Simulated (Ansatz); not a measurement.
## Electronic structure of CH₆BNO···H₂ in real space

Input file:

```
crystal:
  periodic: [false, false, false]
  atoms:
    - { symbol: B, position_ang: [0.007429, -0.209527, -0.002064] }
    - { symbol: O, position_ang: [0.064807, -0.517831, 1.366425] }
    - { symbol: H, position_ang: [-0.838632, -0.617951, 1.720912] }
    - { symbol: "N", position_ang: [1.248372, -0.156411, -0.677347] }
    - { symbol: H, position_ang: [2.133286, -0.345802, -0.207482] }
    - { symbol: H, position_ang: [1.34046, 0.09425, -1.657302] }
    - { symbol: C, position_ang: [-1.371927, 0.028514, -0.756889] }
    - { symbol: H, position_ang: [-2.010664, -0.872807, -0.682112] }
    - { symbol: H, position_ang: [-1.949679, 0.860961, -0.314825] }
    - { symbol: H, position_ang: [-1.250609, 0.248395, -1.83153] }
    - { symbol: H, position_ang: [0.185528, 2.069069, 0.737251] }
    - { symbol: H, position_ang: [0.093129, 1.699941, 1.339862] }
basis:
  gaussian: { orbitals: "6-31G*" }
hamiltonian:
  xc: pbe
  dispersion: d4
relax:
  f_tol: 0.03
  max_steps: 50
output:
  orbitals: {}
```

Command:

```sh
ansatz run input.yaml --threads 1 --pin off --max-ram 2048MiB --backend cpu --events-out ev --progress --plain --runs-dir out
```

The fields are those of the run's last geometry, not of the input's.

These are results of RKS PBE-D4/6-31G* in Ansatz 0.2.0, not measurements.

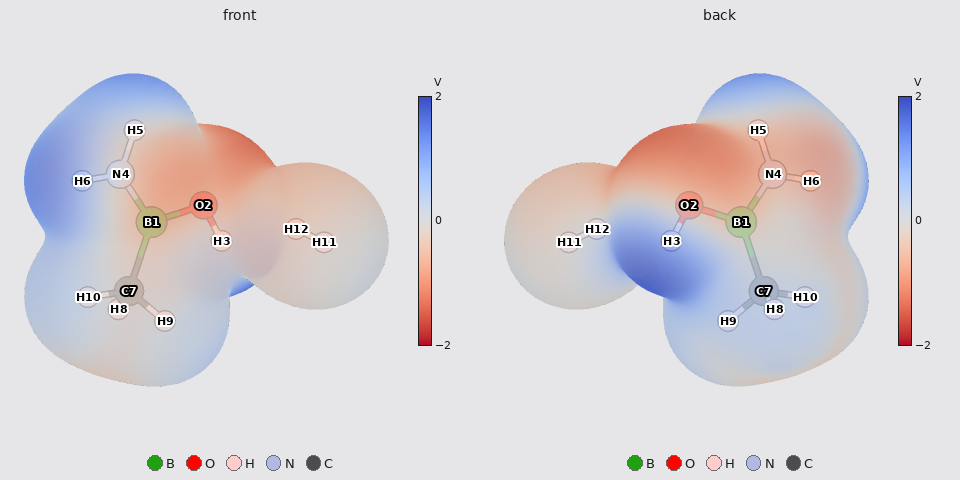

Figure 1. The electrostatic potential painted on the density surface at 0.001 e/bohr³, seen from the front and from behind; red is negative and blue positive.

Question: Where is the surface potential most negative and most positive?

Answer: The most negative region (about −1.3 V, or −30 kcal/mol for a unit charge) lies over O2, the most positive (about +1.7 V, or +39 kcal/mol for a unit charge) over H3. O2 is the likeliest acceptor of a hydrogen bond.

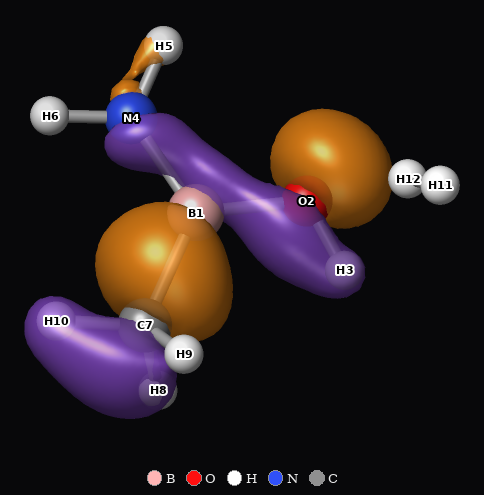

Figure 2. The HOMO−1 at ±0.15 Å⁻³ᐟ² (orange and purple are the two phases), seen at a tilt.

Question: Describe this orbital and give its energy.

Answer: Its weight (Hirshfeld) is mainly on O2 (about 35 %), C7 (about 30 %) and B1 (about 15 %). Its energy is −7.00 eV.

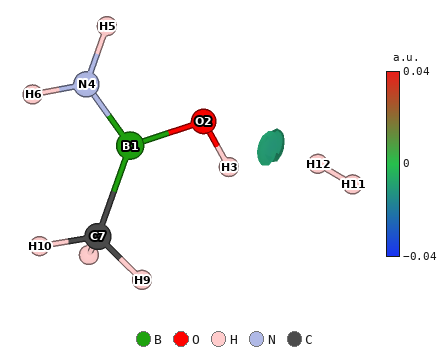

Figure 3. Non-covalent interaction (NCI) plot: the surface where the reduced density gradient is 0.5, for densities under 0.05 a.u., coloured by sign(λ₂)ρ; seen at a tilt.

Question: Which non-covalent interactions does the plot reveal?

Answer: Between H12 on one side and O2 and H3 on the other: a weakly attractive contact (blue-green).
